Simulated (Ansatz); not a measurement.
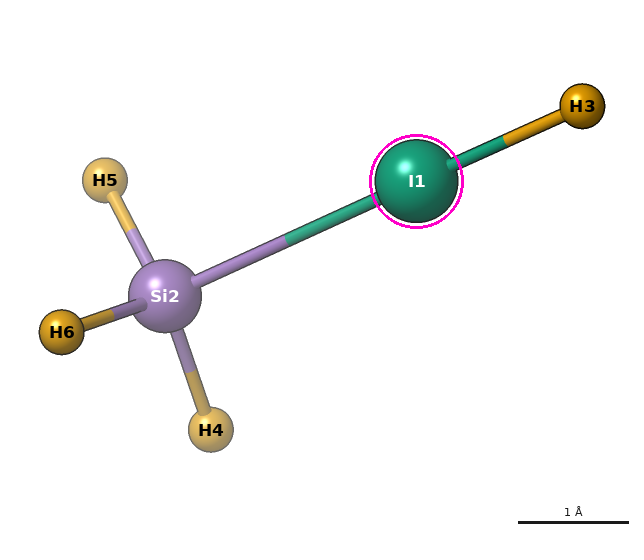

(Drawn from a calculation with Ansatz.)

Orthographic view. Depth is shown by fading: the farther an atom, the more it takes the colour of the background. The species is neutral and a spin doublet. Geometry: start.

### Which atoms are bonded to the circled atom?

The circled atom is I1; it is bonded to Si2, H3.

### Which atom is nearest the viewer?

H3, 1.5 Å in front of the mean position.

### Of Si2 and H6, which is nearer the viewer?

H6; the bond to Si2 points away from the viewer, so it looks shorter than its 1.49 Å.
